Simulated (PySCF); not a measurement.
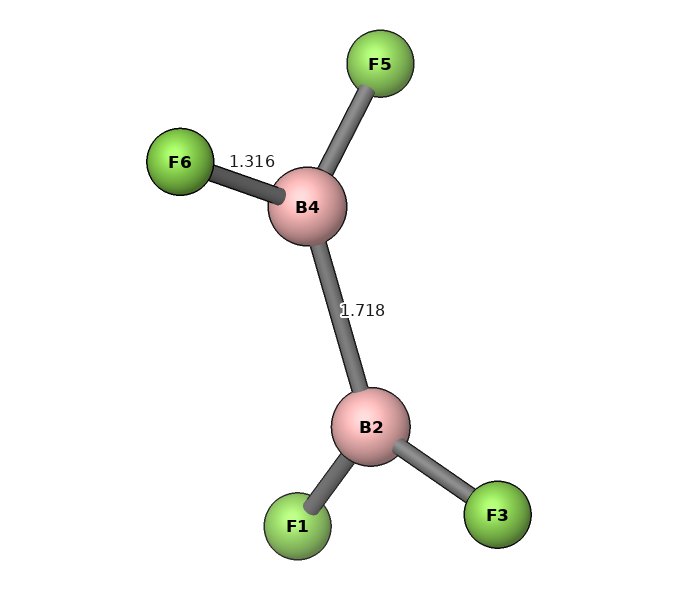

Bond lengths are marked in Å; every bond is drawn as one stick. The computed structure is the end point of a GFN2-xTB optimisation. No frequency run is at hand to confirm it as a minimum.

### Assign a bond order to each marked bond.

B2–B4 single; B4–F6 single.

### Write the SMILES.

FB(F)B(F)F
